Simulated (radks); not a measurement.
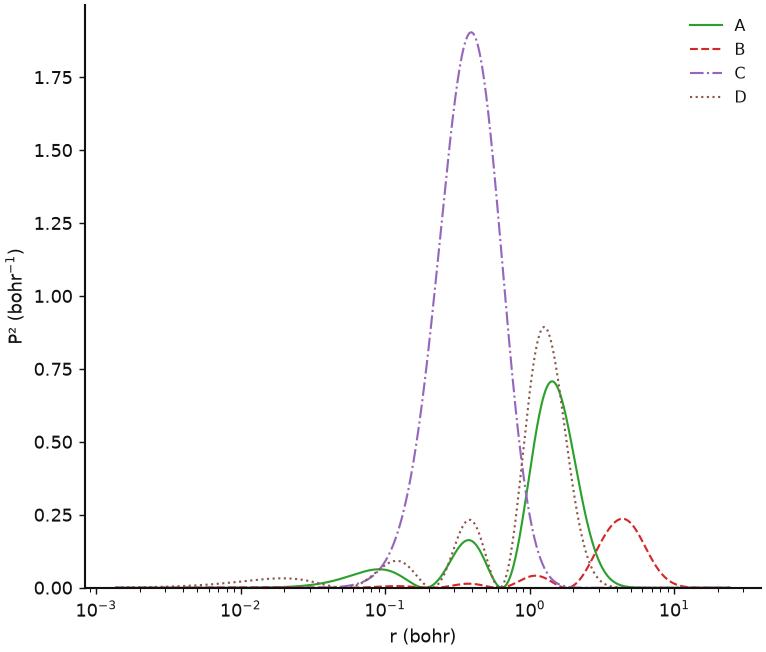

The neutral rubidium atom; electrons: [Kr] 5s1 (high spin). The calculation used the in-house radial solver radks at this level: scalar-relativistic Kohn-Sham, PBEsol, spin-polarised, spherical densities, finite nucleus.

The plot shows the radial probability densities P² of 3d up, 5s up, 4p up and 4s up.

**Which curve belongs to which orbital?**

A is 4p up; B is 5s up; C is 3d up; D is 4s up. 3d up: outer maximum at 0.393 bohr, ⟨r⟩ = 0.526 bohr, 0 nodes, eigenvalue −103.9 eV; 4s up: outer maximum at 1.26 bohr, ⟨r⟩ = 1.46 bohr, 3 nodes, eigenvalue −31.8 eV; 4p up: outer maximum at 1.43 bohr, ⟨r⟩ = 1.73 bohr, 2 nodes, eigenvalue −15.9 eV; 5s up: outer maximum at 4.39 bohr, ⟨r⟩ = 5.14 bohr, 4 nodes, eigenvalue −2.45 eV.
